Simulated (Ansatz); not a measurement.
# MoOF₄: how energies converge with the basis set

How large a basis does MoOF₄ need? Two functionals are run in growing sets.

Computed with Ansatz 0.2.0, Gaussian basis. Level: one geometry, several basis sets.

Levels to be run: PBE0-D4/def2-SVP; ωB97M-V/def2-SVP; PBE0-D4/def2-QZVPP; ωB97M-V/def2-QZVPP; the functionals' def2-TZVPP values are taken from earlier runs.

### Step 1. The geometry

An earlier PBE0-D4 in a triple-zeta def2 set relaxation fixed the geometry. Mo takes the def2 core potential; no spin-orbit term is included.

6 atoms, charge 0, spin multiplicity 1.

Atoms are counted from 1 here; the program's logs count them from 0.

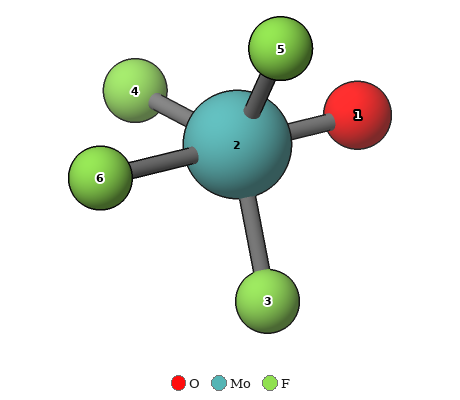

The geometry (oxygen red, molybdenum teal, fluorine green); atoms are numbered from 1 in the order of the file.

### Step 2. PBE0-D4 in def2-SVP

Contents of in.yaml:

```yaml
crystal:
  periodic: [false, false, false]
  atoms:
    - {symbol: O, position_ang: [1.379831, -0.508289, -1.014383]}
    - {symbol: Mo, position_ang: [0.088922, -0.040278, -0.068074]}
    - {symbol: F, position_ang: [-0.381363, -1.731872, 0.360586]}
    - {symbol: F, position_ang: [-0.766978, 0.804809, -1.416870]}
    - {symbol: F, position_ang: [1.105528, 0.918663, 1.077953]}
    - {symbol: F, position_ang: [-1.383841, 0.492968, 1.014688]}
basis:
  gaussian: {orbitals: def2-SVP}
hamiltonian: {xc: pbe0, dispersion: d4}
output: {orbitals: {seedname: orbitals}}
```

Started as:

```console
ansatz run in.yaml --threads 4 --pin off --events-out ev --progress --plain --max-ram 10444MiB
```

After this run come: ωB97M-V in def2-SVP; PBE0-D4 in def2-QZVPP; ωB97M-V in def2-QZVPP.

Before running them: what should the planned runs give, taken together? Wanted: PBE0-D4: double and triple zeta above quadruple; ωB97M-V: double and triple zeta above quadruple.

As calculated:

| quantity | value |
| --- | --- |
| PBE0-D4: double and triple zeta above quadruple | 17.62, 0.82 eV |
| ωB97M-V: double and triple zeta above quadruple | 17.94, 0.78 eV |

**Reading.** For PBE0-D4 the step from double to triple zeta gains 16.81 eV and the next only 0.82 eV. These are total energies; as a rule much of such shifts cancels in differences, which this series doesn't test.
